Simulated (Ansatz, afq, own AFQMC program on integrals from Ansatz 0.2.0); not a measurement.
**N₂H₃ (doublet): quantum Monte Carlo beside coupled cluster at scale of all distances = 0.890, cc-pVDZ**

Aim: compute N₂H₃ (doublet) with auxiliary-field quantum Monte Carlo on the same integrals as coupled cluster, and set the energies side by side.

Method: cc-pVDZ, frozen cores; program: Ansatz 0.2.0, Gaussian basis, and an in-house AFQMC program (afq) on its integrals; all values are calculated.

The runs, in order: PBE (unrestricted); r2SCAN (unrestricted); PBE0 (unrestricted); B3LYP (unrestricted); wB97M-V (unrestricted); B2PLYP (unrestricted); CCSD(T) on UHF; Phaseless AFQMC, CISD trial on UHF; Phaseless AFQMC, single-determinant trial on UHF; Free-projection AFQMC, CISD trial on UHF.

**1. What is computed**

The geometry derives from a PBE0/def2-TZVP stationary point (not a proven minimum). All distances are scaled together.

5 atoms, charge 0, spin multiplicity 2.

Atoms are counted from 1 here; the program's logs count them from 0.

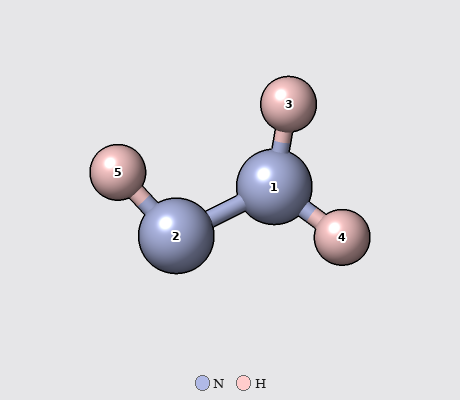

The structure; nitrogen light blue, hydrogen pink; atoms are numbered from 1 in the order of the file.

**2. PBE (unrestricted)**

in.yaml reads:

```yaml
crystal:
  periodic: [false, false, false]
  atoms:
    - {symbol: N, position_ang: [-0.053647, -0.047245, 0.553599]}
    - {symbol: N, position_ang: [0.030364, 0.109348, -0.623821]}
    - {symbol: H, position_ang: [0.189862, -0.825664, 0.934898]}
    - {symbol: H, position_ang: [0.148233, 0.683063, 1.032999]}
    - {symbol: H, position_ang: [-0.014548, -0.720410, -0.992055]}
basis:
  gaussian: {orbitals: cc-pVDZ}
magnetization: {spin_polarized: true, initial_magnetization: 1}
hamiltonian: {xc: {name: PBE}}
output: {orbitals: {seedname: orbitals}}
```

The run is started by

```sh
> ansatz run in.yaml --threads 1 --pin off --events-out ev --progress --plain --max-ram 1382MiB
```

The log of the run:

```text
Functional definition: PBE
  name "PBE"
  cite "Perdew, Burke & Ernzerhof, Phys. Rev. Lett. 77, 3865 (1996) doi:10.1103/PhysRevLett.77.3865"
  parent pbe
  parameter kappa = 0.804
  parameter beta = 0.06672455060314922
  exchange = pbe_x(kappa = kappa, mu = beta*pi^2/3)
  correlation = pbe_c(beta = beta)
570 factors; their error is unknown
mean field evaluation 1: about -3014.7829 eV, gradient 3.8e1 eV
mean field evaluation 2: about -3002.3650 eV, gradient 6.0e1 eV
mean field evaluation 4: about -3020.8264 eV, gradient 5.9e0 eV
mean field evaluation 8: about -3020.9506 eV, gradient 4.6e-2 eV
mean field evaluation 16: about -3020.9299 eV, gradient 6.8e-5 eV
mean field -3020.92994835 eV, -111.0171279419 hartree, gradient 6.8e-5 eV, S^2 0.751488; 0 other end points of the search recorded, 0 dependent functions left out
reference -3020.92996904 eV, -111.0171287025 hartree; 9, 8 occupied and 34, 35 virtual orbitals, 570 factors
Total energy: -3020.92996904 eV, -111.0171287025 hartree
```

It took 0.88 s on 1 thread of Arm Neoverse V1, shared host.

From the report: ⟨S²⟩ of the determinant 0.751 (pure doublet: 0.75).

**3. r2SCAN (unrestricted)**

Edit in.yaml of step 2 so:

```diff
@@ -11,3 +11,2 @@
 magnetization: {spin_polarized: true, initial_magnetization: 1}
-hamiltonian: {xc: {name: PBE}}
-output: {orbitals: {seedname: orbitals}}
+hamiltonian: {xc: {name: r2SCAN}}
```

Same command.

The log of the run:

```text
Functional definition: r2SCAN
  name "r2SCAN"
  cite "Furness, Kaplan, Ning, Perdew & Sun, J. Phys. Chem. Lett. 11, 8208 (2020) doi:10.1021/acs.jpclett.0c02405"
  cite "Furness, Kaplan, Ning, Perdew & Sun, J. Phys. Chem. Lett. 11, 9248 (2020) doi:10.1021/acs.jpclett.0c03077"
  parent r2scan
  parameter k0 = 0.174
  parameter k1 = 0.065
  parameter a1 = 4.9479
  exchange = r2scan_x(k0 = k0, k1 = k1, a1 = a1)
  correlation = r2scan_c
570 factors; their error is unknown
mean field evaluation 1: about -3018.0078 eV, gradient 3.5e1 eV
mean field evaluation 2: about -3016.6825 eV, gradient 4.0e1 eV
mean field evaluation 4: about -3023.0540 eV, gradient 9.5e-1 eV
mean field evaluation 8: about -3023.0385 eV, gradient 1.5e-2 eV
mean field -3023.03846390 eV, -111.0946144592 hartree, gradient 8.2e-5 eV, S^2 0.753256; 0 other end points of the search recorded, 0 dependent functions left out
reference -3023.03847010 eV, -111.0946146870 hartree; 9, 8 occupied and 34, 35 virtual orbitals, 570 factors
Total energy: -3023.03847010 eV, -111.0946146870 hartree
```

Run time: 1.7 s. Hardware: 1 thread of Arm Neoverse V1, shared host.

From the report: ⟨S²⟩ of the determinant 0.753 (pure doublet: 0.75).

**4. PBE0 (unrestricted)**

Edit in.yaml of step 3 so:

```diff
@@ -11,2 +11,3 @@
 magnetization: {spin_polarized: true, initial_magnetization: 1}
-hamiltonian: {xc: {name: r2SCAN}}
+hamiltonian: {xc: {name: PBE0}}
+output: {orbitals: {seedname: orbitals}}
```

The command is unchanged.

The log of the run:

```text
Functional definition: PBE0
  name "PBE0"
  cite "Adamo & Barone, J. Chem. Phys. 110, 6158 (1999) doi:10.1063/1.478522"
  cite "Perdew, Burke & Ernzerhof, Phys. Rev. Lett. 77, 3865 (1996) doi:10.1103/PhysRevLett.77.3865"
  parent pbe
  parameter a = 0.25
  parameter kappa = 0.804
  parameter beta = 0.06672455060314922
  exchange = (1 - a)*pbe_x(kappa = kappa, mu = beta*pi^2/3) + a*exact_x
  correlation = pbe_c(beta = beta)
399 factors; integrals over basis functions are off by at most 1.0e-3 eV
mean field evaluation 1: about -3017.3263 eV, gradient 3.1e1 eV
mean field evaluation 2: about -3017.5387 eV, gradient 3.0e1 eV
mean field evaluation 4: about -3021.1513 eV, gradient 5.7e-1 eV
mean field evaluation 8: about -3021.3590 eV, gradient 1.4e-2 eV
mean field evaluation 16: about -3021.3590 eV, gradient 6.9e-5 eV
mean field -3021.35901750 eV, -111.0328959423 hartree, gradient 6.9e-5 eV, S^2 0.752755; 0 other end points of the search recorded, 0 dependent functions left out
reference -3021.35903230 eV, -111.0328964862 hartree; 9, 8 occupied and 34, 35 virtual orbitals, 399 factors
Total energy: -3021.35903230 eV, -111.0328964862 hartree
```

Run time: 1 s. Hardware: 1 thread of Arm Neoverse V1, shared host.

From the report: ⟨S²⟩ of the determinant 0.753 (pure doublet: 0.75).

**5. B3LYP (unrestricted)**

Edit in.yaml of step 4 so:

```diff
@@ -11,3 +11,2 @@
 magnetization: {spin_polarized: true, initial_magnetization: 1}
-hamiltonian: {xc: {name: PBE0}}
-output: {orbitals: {seedname: orbitals}}
+hamiltonian: {xc: {name: B3LYP}}
```

The command is unchanged.

The log of the run (excerpt; [...] marks lines left out):

```text
Functional definition: B3LYP
  name "B3LYP"
  cite "Stephens, Devlin, Chabalowski & Frisch, J. Phys. Chem. 98, 11623 (1994) doi:10.1021/j100096a001"
  cite "Becke, Phys. Rev. A 38, 3098 (1988) doi:10.1103/PhysRevA.38.3098"
  cite "Lee, Yang & Parr, Phys. Rev. B 37, 785 (1988) doi:10.1103/PhysRevB.37.785"
  cite "Vosko, Wilk & Nusair, Can. J. Phys. 58, 1200 (1980) doi:10.1139/p80-159"
[...]
399 factors; integrals over basis functions are off by at most 1.0e-3 eV
[...]
mean field -3024.68501809 eV, -111.1551242097 hartree, gradient 4.9e-5 eV, S^2 0.752484; 0 other end points of the search recorded, 0 dependent functions left out
reference -3024.68516887 eV, -111.1551297509 hartree; 9, 8 occupied and 34, 35 virtual orbitals, 399 factors
Total energy: -3024.68516887 eV, -111.1551297509 hartree
```

It took 1.1 s on 1 thread of Arm Neoverse V1, shared host.

From the report: ⟨S²⟩ of the determinant 0.752 (pure doublet: 0.75).

**6. wB97M-V (unrestricted)**

Edit in.yaml of step 5 so:

```diff
@@ -11,2 +11,3 @@
 magnetization: {spin_polarized: true, initial_magnetization: 1}
-hamiltonian: {xc: {name: B3LYP}}
+hamiltonian: {xc: {name: wB97M-V}}
+output: {orbitals: {seedname: orbitals}}
```

The command is unchanged.

The log of the run (excerpt; [...] marks lines left out):

```text
Functional definition: wB97M-V
  name "wB97M-V"
  cite "Mardirossian & Head-Gordon, J. Chem. Phys. 144, 214110 (2016) doi:10.1063/1.4952647"
  cite "Becke, J. Chem. Phys. 107, 8554 (1997) doi:10.1063/1.475007"
  cite "Vydrov & Van Voorhis, J. Chem. Phys. 133, 244103 (2010) doi:10.1063/1.3521275"
  # Of w^i u^j: cxij and so on, Table III.
[...]
  gx(w, u) = 1 - cx + cx01*u + cx10*w
  gss(w, u) = css00 + css04*u^4 + css10*w + css20*w^2 + css43*w^4*u^3
  gos(w, u) = cos00 + cos10*w + (cos20 + cos21*u)*w^2 + (cos60 + cos61*u)*w^6
[...]
      + integral(e_c_pw_mod_opposite_spin*gos(b97_w_opposite, b97_u_opposite)) + vv10(b, c)
399 factors; integrals over basis functions are off by at most 1.0e-3 eV
120 factors; integrals over basis functions are off by at most 4.3e-6 eV
[...]
mean field -3023.35817036 eV, -111.1063634549 hartree, gradient 6.9e-5 eV, S^2 0.751996; 0 other end points of the search recorded, 0 dependent functions left out
reference -3023.35819367 eV, -111.1063643118 hartree; 9, 8 occupied and 34, 35 virtual orbitals, 399 factors
Total energy: -3023.35819367 eV, -111.1063643118 hartree
```

It took 4.2 s on 1 thread of Arm Neoverse V1, shared host.

From the report: ⟨S²⟩ of the determinant 0.752 (pure doublet: 0.75).

**7. B2PLYP (unrestricted)**

Edit in.yaml of step 6 so:

```diff
@@ -11,3 +11,3 @@
 magnetization: {spin_polarized: true, initial_magnetization: 1}
-hamiltonian: {xc: {name: wB97M-V}}
-output: {orbitals: {seedname: orbitals}}
+hamiltonian: {xc: {name: B2PLYP}}
+correlation: {electrons: outside_noble_gas}
```

Launched as before.

The log of the run (excerpt; [...] marks lines left out):

```text
Functional definition: B2PLYP
  name "B2PLYP"
  cite "Grimme, J. Chem. Phys. 124, 034108 (2006) doi:10.1063/1.2148954"
  cite "Becke, Phys. Rev. A 38, 3098 (1988) doi:10.1103/PhysRevA.38.3098"
  cite "Lee, Yang & Parr, Phys. Rev. B 37, 785 (1988) doi:10.1103/PhysRevB.37.785"
[...]
399 factors; integrals over basis functions are off by at most 1.0e-3 eV
[...]
mean field -3018.88596113 eV, -110.9420127970 hartree, gradient 7.6e-6 eV, S^2 0.754970; 0 other end points of the search recorded, 0 dependent functions left out
2 core orbitals not correlated: weight in the atoms' cores, before any rotation towards them, 1.000 or more for the frozen orbitals, at most 0.000 for the correlated occupied ones
reference -3018.88605380 eV, -110.9420162028 hartree; 7, 6 occupied and 34, 35 virtual orbitals, 399 factors
second order -10.00018318 eV of doubles, -0.00000000 eV of singles
Total energy: -3021.58610326 eV, -111.0412411902 hartree
```

It took 1.1 s on 1 thread of Arm Neoverse V1, shared host.

From the report: ⟨S²⟩ of the determinant 0.755 (pure doublet: 0.75).

**8. CCSD(T) on UHF**

Edit in.yaml of step 7 so:

```diff
@@ -11,3 +11,2 @@
 magnetization: {spin_polarized: true, initial_magnetization: 1}
-hamiltonian: {xc: {name: B2PLYP}}
-correlation: {electrons: outside_noble_gas}
+correlation: {method: ccsd_t, electrons: outside_noble_gas, hamiltonian_folder: ham}
```

Same command.

The log of the run (excerpt; [...] marks lines left out):

```text
Functional definition: HF
  name "HF"
  cite "Fock, Z. Phys. 61, 126 (1930) doi:10.1007/BF01340294"
  parent pbe
[...]
399 factors; integrals over basis functions are off by at most 1.0e-3 eV
[...]
mean field -3007.37233447 eV, -110.5188948218 hartree, gradient 6.5e-6 eV, S^2 0.759708; 0 other end points of the search recorded, 0 dependent functions left out
2 core orbitals not correlated: weight in the atoms' cores, before any rotation towards them, 1.000 or more for the frozen orbitals, at most 0.000 for the correlated occupied ones
reference -3007.37233447 eV, -110.5188948218 hartree; 7, 6 occupied and 34, 35 virtual orbitals, 399 factors
second order -8.32971251 eV of doubles, -0.00000000 eV of singles
cycle   1  -8.74116416 eV  change   -4.1e-1 eV  update   5.0e-2
[...]
cycle  10  -8.96419806 eV  change   -9.0e-6 eV  update   1.4e-5
perturbative correction -0.18771110 eV, -0.0068982556 hartree
Total energy: -3016.52424364 eV, -110.8552212801 hartree
```

It took 1.1 s on 1 thread of Arm Neoverse V1, shared host.

From the report: ⟨S²⟩ of the determinant 0.760 (pure doublet: 0.75); correlation -9.1519 eV; T1 0.012; largest double amplitude 0.03.

This run also writes the integrals to the folder ham.

**9. Phaseless AFQMC, CISD trial on UHF**

It reads the integrals that the CCSD(T) run on this determinant wrote.

The run is started by

```sh
> afq ham --method phaseless --trial cisd --walkers 60 --populations 1 --least-time 40 --time-step 0.005 --steps-per-block 50 --equilibration-blocks 28 --max-blocks 300 --target-error 0.00043 --factor-cut 1e-05 --start spin_pure --seed 6343 --release-times 0.24,0.51,0.99,1.62,2.4 --release-step 0.03 --release-every 4 --taylor-order 6
```

The log of the run:

```text
orbitals 41  electrons 7 6  factors 339 of 399
reference energy -110.51889482 Eh
CCSD correlation -0.32942817 Eh in 11 cycles, weight of the determinant in the CISD state 0.9072
energy of the start -110.847893 Eh
 block  time / (1/Eh)  mean weight  energy / Eh
     1     0.250  1.0011  -110.845561
     2     0.500  0.9995  -110.848473
     3     0.750  1.0036  -110.850087
     4     1.000  1.0008  -110.852912
     5     1.250  0.9996  -110.852993
     6     1.500  1.0014  -110.855653
     7     1.750  1.0007  -110.852288
     8     2.000  0.9978  -110.848394
     9     2.250  0.9989  -110.853133
    10     2.500  0.9985  -110.856920
    17     4.250  0.9988  -110.856741
    25     6.250  1.0014  -110.853499
    33     8.250  0.9995  -110.852974
    41    10.250  0.9968  -110.858687
    49    12.250  1.0000  -110.848626
    57    14.250  0.9972  -110.854501
    65    16.250  1.0024  -110.855122
    73    18.250  0.9982  -110.847616
    81    20.250  1.0003  -110.853182
    89    22.250  1.0009  -110.862761
    97    24.250  0.9951  -110.862992
   105    26.250  1.0007  -110.853519
   113    28.250  1.0017  -110.853616
   121    30.250  1.0003  -110.859551
   129    32.250  0.9988  -110.863118
   137    34.250  1.0034  -110.862385
   145    36.250  1.0016  -110.856942
   153    38.250  0.9991  -110.868904
   161    40.250  1.0000  -110.851470
   169    42.250  0.9980  -110.859008
   177    44.250  0.9997  -110.856964
   185    46.250  0.9986  -110.849783
   193    48.250  1.0004  -110.855050
   201    50.250  0.9973  -110.850638
   209    52.250  0.9992  -110.852883
   217    54.250  0.9991  -110.860284
   225    56.250  1.0021  -110.855629
   233    58.250  0.9986  -110.853036
   241    60.250  1.0016  -110.856112
   249    62.250  0.9989  -110.850958
   257    64.250  0.9967  -110.852500
   265    66.250  1.0015  -110.857639
   273    68.250  1.0019  -110.854758
   281    70.250  1.0031  -110.862973
   289    72.250  1.0003  -110.850629
   297    74.250  1.0012  -110.861672
   305    76.250  0.9988  -110.851168
   313    78.250  0.9949  -110.848079
   321    80.250  0.9995  -110.852502
blocks merged  error / Eh  count
     1  0.000302  300
     2  0.000366  150
     4  0.000439  75
     8  0.000483  37
    16  0.000574  18
    32  0.000702  9
released: time / (1/Eh)  energy / Eh  error  mean overlap
  0.24  -110.855747  0.000550  1.0073
  0.51  -110.855942  0.000458  1.0052
  0.99  -110.856004  0.000379  1.0023
  1.62  -110.855456  0.000596  1.0102
  2.40  -110.856357  0.000671  1.0141
energy -110.855456 +/- 0.000574 Eh
```

Run time: 12 min. Hardware: 1 thread of Arm Neoverse V1, shared host.

Energy -3016.5306 ± 0.0156 eV. Caveats: constraint bias not in the error. The error still grows with block length (0.0131 to 0.0191 eV), so the bar may be too small.

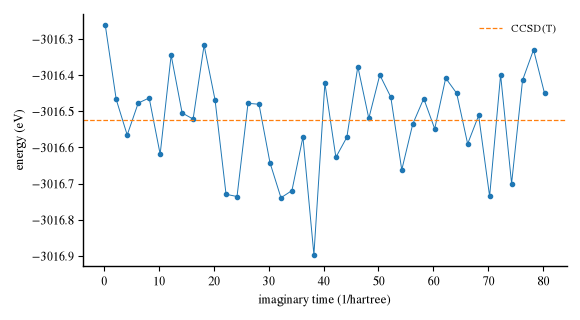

Block energies along the walk.

**10. Phaseless AFQMC, single-determinant trial on UHF**

It reads the integrals that the CCSD(T) run on this determinant wrote.

The run is started by

```sh
> afq ham --method phaseless --trial hf --walkers 120 --populations 1 --least-time 40 --time-step 0.005 --steps-per-block 20 --equilibration-blocks 112 --max-blocks 600 --target-error 0.00129 --factor-cut 1e-05 --start spin_pure --seed 8166 --taylor-order 6
```

The log of the run:

```text
orbitals 41  electrons 7 6  factors 339 of 399
reference energy -110.51889482 Eh
CCSD correlation -0.32942817 Eh in 11 cycles, weight of the determinant in the CISD state 0.9072
energy of the start -110.519129 Eh
 block  time / (1/Eh)  mean weight  energy / Eh
     1     0.100  1.0017  -110.624229
     2     0.200  1.0025  -110.696617
     3     0.300  1.0021  -110.765988
     4     0.400  1.0014  -110.786699
     5     0.500  0.9990  -110.778582
     6     0.600  1.0027  -110.779071
     7     0.700  1.0002  -110.798290
     8     0.800  1.0007  -110.817427
     9     0.900  1.0016  -110.831376
    10     1.000  1.0017  -110.838950
    18     1.800  0.9983  -110.854257
    35     3.500  1.0000  -110.853615
    52     5.200  0.9990  -110.873734
    69     6.900  1.0022  -110.837387
    86     8.600  1.0016  -110.869669
   103    10.300  1.0002  -110.860883
   120    12.000  0.9980  -110.863859
   137    13.700  0.9988  -110.818956
   154    15.400  0.9988  -110.847778
   171    17.100  1.0014  -110.855480
   188    18.800  0.9997  -110.854140
   205    20.500  0.9983  -110.860817
   222    22.200  1.0050  -110.867160
   239    23.900  1.0003  -110.880673
   256    25.600  0.9995  -110.855374
   273    27.300  0.9991  -110.828625
   290    29.000  1.0006  -110.834795
   307    30.700  0.9993  -110.863749
   324    32.400  1.0016  -110.871433
   341    34.100  1.0003  -110.873670
   358    35.800  0.9986  -110.922742
   375    37.500  1.0009  -110.871282
   392    39.200  1.0010  -110.845956
   409    40.900  1.0006  -110.811323
   426    42.600  1.0000  -110.848938
   443    44.300  0.9998  -110.837378
   460    46.000  1.0006  -110.870919
   477    47.700  0.9988  -110.826122
   494    49.400  0.9999  -110.844210
   511    51.100  0.9992  -110.866112
   528    52.800  0.9971  -110.855331
   545    54.500  0.9979  -110.826354
   562    56.200  0.9998  -110.846278
   579    57.900  1.0000  -110.909362
   596    59.600  1.0028  -110.852782
   613    61.300  0.9990  -110.829857
   630    63.000  1.0004  -110.861095
   647    64.700  1.0007  -110.829759
   664    66.400  0.9988  -110.849574
   681    68.100  0.9995  -110.863010
   698    69.800  1.0010  -110.839875
blocks merged  error / Eh  count
     1  0.000944  600
     2  0.001248  300
     4  0.001584  150
     8  0.001912  75
    16  0.001995  37
    32  0.002166  18
    64  0.001699  9
energy -110.853259 +/- 0.002166 Eh
```

Wall time 6.6 min (1 thread of Arm Neoverse V1, shared host).

Energy -3016.4708 ± 0.0589 eV. Caveats: constraint bias not in the error; error above the target.

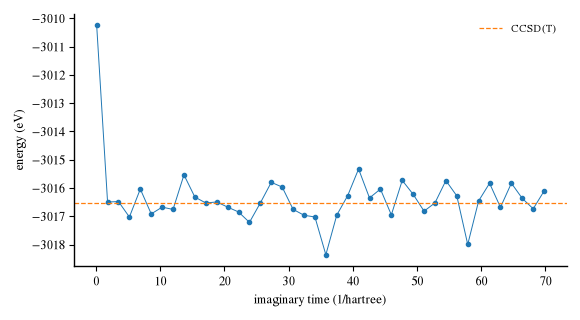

Block energies along the walk.

**11. Free-projection AFQMC, CISD trial on UHF**

It reads the integrals that the CCSD(T) run on this determinant wrote.

The run is started by

```sh
> afq ham --method free --trial cisd --walkers 60 --time-step 0.03 --max-blocks 80 --target-error 0.00043 --factor-cut 1e-05 --seed 3845 --times 0,0.21,0.42,0.81,1.2,1.8,2.4,3 --taylor-order 8
```

The log of the run:

```text
orbitals 41  electrons 7 6  factors 339 of 399
reference energy -110.51889482 Eh
CCSD correlation -0.32942817 Eh in 11 cycles, weight of the determinant in the CISD state 0.9072
repeat  energy at the last time / Eh  error
    10  -110.855498  0.001433
    20  -110.857164  0.000970
    30  -110.858148  0.000827
    40  -110.857746  0.000838
    50  -110.856625  0.000815
    60  -110.856835  0.000753
    70  -110.856301  0.000680
    80  -110.856407  0.000626
time / (1/Eh)  energy / Eh  error  mean overlap
  0.00  -110.848303  0.000207  1.1017
  0.21  -110.853456  0.000261  1.0953
  0.42  -110.855068  0.000279  1.0991
  0.81  -110.855657  0.000290  1.1049
  1.20  -110.856426  0.000376  1.1011
  1.80  -110.856224  0.000437  1.1133
  2.40  -110.855523  0.000527  1.1480
  3.00  -110.856407  0.000626  1.1475
energy -110.856407 +/- 0.000626 Eh
```

Wall time 7 min (1 thread of Arm Neoverse V1, shared host).

Energy -3016.5565 ± 0.0170 eV. Caveats: remainder of the start not in the error.

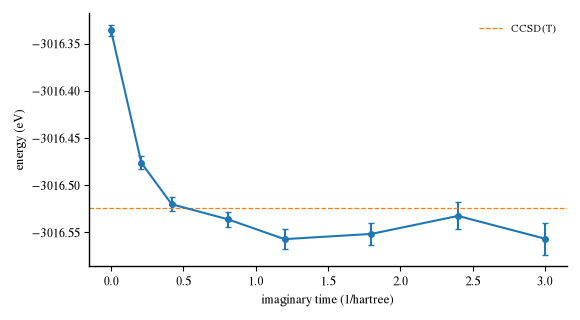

Energy against projection time, with error bars.

**12. AFQMC on the ladder**

On the UHF determinant, counted from CCSD(T) (a yardstick, not exact):

```csv
level,energy (eV),from CCSD(T) (kcal/mol),statistical error (kcal/mol),time
HF,-3007.3723,+211.05,,
MP2,-3015.7020,+18.96,,
CCSD,-3016.3365,+4.33,,
CCSD(T),-3016.5242,0.00,,
"Phaseless AFQMC, CISD trial, step 0.005, 60 walkers",-3016.5306,-0.15,0.36,12 min
"Phaseless AFQMC, single-determinant trial, step 0.005, 120 walkers",-3016.4708,+1.23,1.36,6.6 min
"Free-projection AFQMC, CISD trial, step 0.03, 60 walkers",-3016.5565,-0.74,0.39,7 min
```

The functionals' totals stand on their own zeros and serve differences with other points: PBE -3020.930 eV; r2SCAN -3023.038 eV; PBE0 -3021.359 eV; B3LYP -3024.685 eV; wB97M-V -3023.358 eV; B2PLYP -3021.586 eV.

**13. Outcome**

```
                                                     quantity                  value
              Phaseless AFQMC, CISD trial on UHF from CCSD(T)  -0.15 ± 0.36 kcal/mol
Phaseless AFQMC, single-determinant trial on UHF from CCSD(T)  +1.23 ± 1.36 kcal/mol
        Free-projection AFQMC, CISD trial on UHF from CCSD(T)  -0.74 ± 0.39 kcal/mol
```

In words: On UHF the phaseless walk with the CISD trial lies -0.15 kcal/mol from CCSD(T), within three error bars. Free projection has no constraint; at the last time it gives -0.74 ± 0.39 kcal/mol, and from a start that isn't spin pure other spins can mix in. Error bars are statistical and leave out the constraint, the time step and what remains of the start.
